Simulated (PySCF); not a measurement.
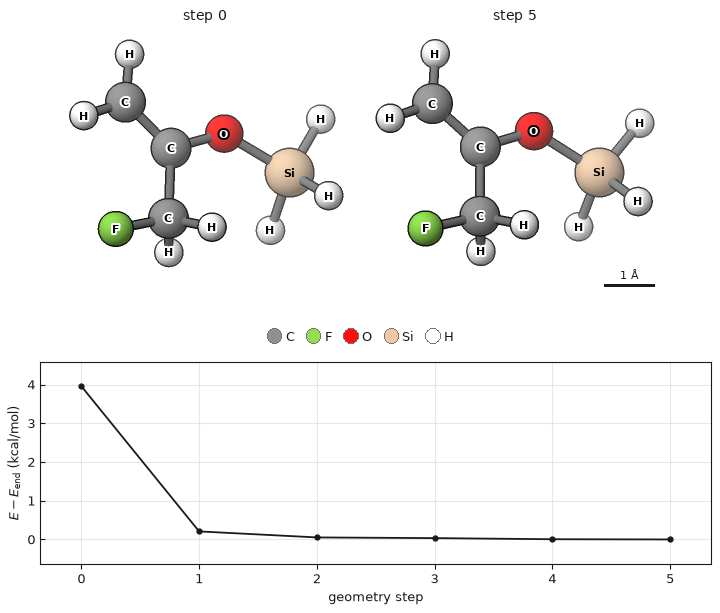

First and last geometry of a relaxation of C3H7FOSi, with the history of the run. The picture is a ball-and-stick view, seen at a tilt.

The start comes from GFN2-xTB. Its atoms were then displaced at random by about 0.01 Å.

The calculation used PySCF 2.14.0, density-fitted response routines, PBE0-D3(BJ)/def2-SVP geometry optimisation, gas phase. 

Question: What do the curves and the structures tell?

Answer: It converged. Over 5 geometry steps the energy falls by 3.96 kcal/mol. An H atom moves most after the best rigid fit: 0.20 Å. Largest moves by element: H 0.20 Å, C 0.07 Å, O 0.05 Å, F 0.03 Å, Si 0.02 Å. Among the contacts that change: H–Si 1.452 → 1.495 Å, O–Si 1.634 → 1.671 Å, C–H 1.057 → 1.091 Å, C–F 1.327 → 1.361 Å. Bond angles that change, for instance: O–Si–H 99.0° → 105.5°, H–Si–H 113.5° → 110.3°. The run took 58 s on 1 thread of Arm Neoverse N1 (shared host).

```
step  E − E(0), kcal/mol
   0                0.00
   1               -3.75
   2               -3.90
   3               -3.92
   4               -3.95
   5               -3.96
```
